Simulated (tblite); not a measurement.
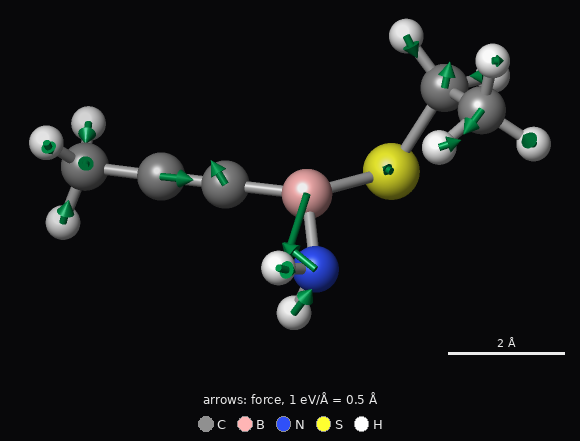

Starting geometry of C₅H₁₀BNS with the computed forces as green arrows. The picture is a ball-and-stick view, seen at a tilt.

All numbers below come from GFN2-xTB geometry optimisation, gas phase (tblite). 

What follows when this structure is relaxed?

It isn't relaxed: the largest force vector, on the B atom, is 2.51 eV/Å. The final displacements have little in common with the starting forces (cosine between the two patterns 0.13). The largest move after the best rigid fit is that of an H atom, 2.45 Å. Largest moves by element: H 2.45 Å, C 1.72 Å, S 1.46 Å, B 1.15 Å, N 1.11 Å. Among the contacts that change: B–N 1.548 → 1.392 Å, B–S 1.893 → 1.821 Å, H–N 1.051 → 1.005 Å, C–H 1.129 → 1.090 Å. Bond angles that change, for instance: B–N–H 104.6° → 122.9°, B–N–H 110.0° → 123.5°, C–B–N 112.7° → 121.3°. Groups turn about C–C by about 25°. The energy falls by 49.5 kcal/mol in 207 geometry steps. The run took 2.5 s on 1 thread of Arm Neoverse N1, with other jobs on the host.
